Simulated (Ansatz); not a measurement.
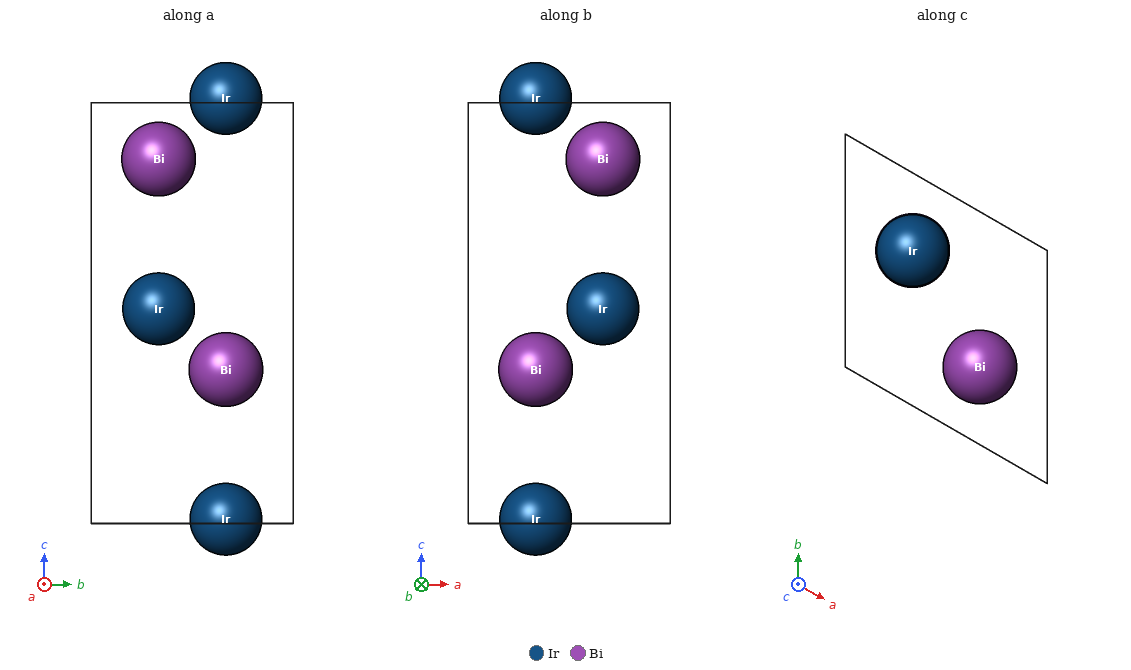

An orthographic spheres-only view of the structure, along the a axis, along the b axis and along the c axis. The conventional unit cell is drawn as a box.

Lattice parameters: a = 4.1827 Å, b = 4.1827 Å, c = 7.5548 Å, α = 90.000°, β = 90.000°, γ = 120.000°.

### Put the structure into a CIF with its space group and independent sites, with free fractional coordinates to two decimals.

```cif
data_structure
_symmetry_space_group_name_H-M 'P 63 m c'
_symmetry_Int_Tables_number 186
_cell_length_a 4.1827
_cell_length_b 4.1827
_cell_length_c 7.5548
_cell_angle_alpha 90.000
_cell_angle_beta 90.000
_cell_angle_gamma 120.000
_cell_volume 114.46
loop_
_atom_site_label
_atom_site_type_symbol
_atom_site_symmetry_multiplicity
_atom_site_Wyckoff_symbol
_atom_site_fract_x
_atom_site_fract_y
_atom_site_fract_z
_atom_site_occupancy
Ir1 Ir 2 b 0.3333 0.6667 0.01 1
Bi1 Bi 2 b 0.3333 0.6667 0.37 1
```

It derives from a structure type filled with these elements by a generator (whether the compound takes this form wasn't checked). The final geometry of a relaxation with DFT, PBE, PAW with Ansatz's default frozen-core files, scalar-relativistic in Ansatz 0.2.0 is shown.
